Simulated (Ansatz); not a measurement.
Start from KTaO3 in the cubic perovskite structure (space group Pm-3m, No. 221; a = 4.0232 Å).

Perturbation: cell and atoms relaxed at a pressure of 45 GPa.

The values are results of PBE, PAW, 420 eV (Ansatz, a first-principles code; no SOC), earlier PAW set, not measurements.

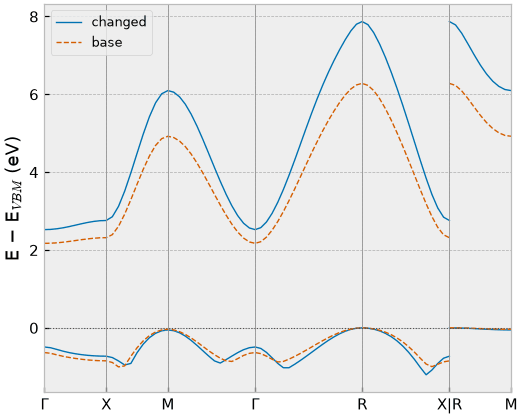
Figure. Highest valence and lowest conduction band along the path, each from its own valence-band maximum

Task: From the figure, how large is the changed gap, and is it direct?

Result: About 2.5 eV, indirect, R → Γ.

Spin-orbit coupling, missing from the scalar runs, can matter with Ta. Load acts through the strain it causes; cell and atoms are relaxed under it. Whether these cells are dynamically stable was not tested. No other phases were tried under pressure.
